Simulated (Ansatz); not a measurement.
```xyz
14

C    -3.5692    0.3431    1.6596
C    -2.2074    0.9610    1.9888
C    -1.0153    0.4191   -0.9733
Ge   -0.7153    0.1773    0.9575
H    -3.8303    0.4760    0.5967
H    -3.5830   -0.7401    1.8653
H    -4.3789    0.7998    2.2530
H    -2.2133    2.0463    1.7901
H    -1.9744    0.8437    3.0603
H     0.6171    0.8510    1.3673
H    -0.6136   -1.3357    1.2760
H    -0.1848   -0.0102   -1.5534
H    -1.9475   -0.0777   -1.2819
H    -1.0934    1.4901   -1.2157
```

Geometry: B3LYP-D3(BJ)/def2-SVP.

These are results of Ansatz 0.2.0, isolated molecule in a Gaussian basis; Kohn-Sham density functional theory, functional PBE0, not measurements.

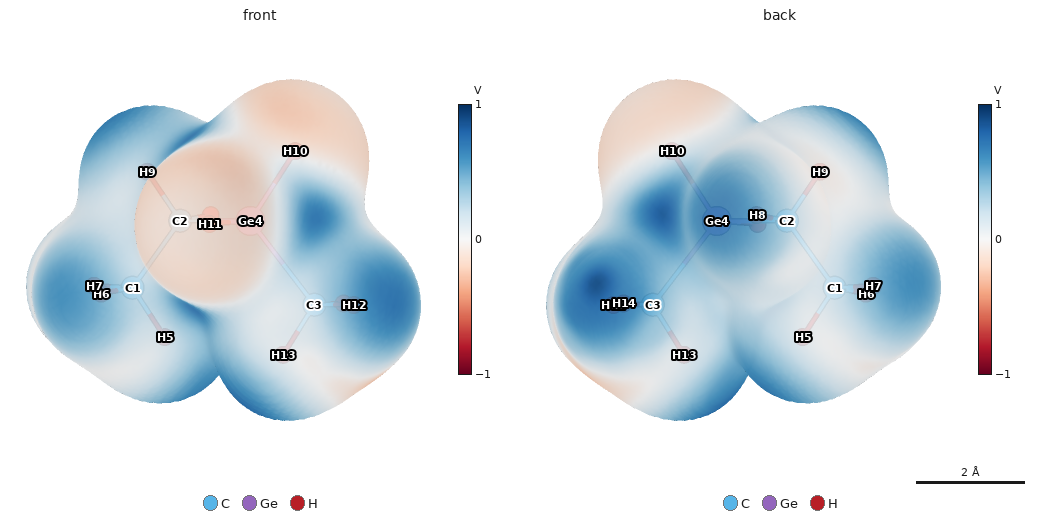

C3H10Ge. The molecular electrostatic potential painted on the density surface at 0.002 e/bohr³, seen from the front and from behind; red is negative and blue positive.

Question: Describe the electrostatic potential map.

Answer: The most negative region (about −0.2 V) lies over C3, H10 and H11, the most positive (about +0.8 V) over Ge4 and H14.

Question: How polar is the molecule by this calculation?

Answer: Its dipole moment is 0.72 D.
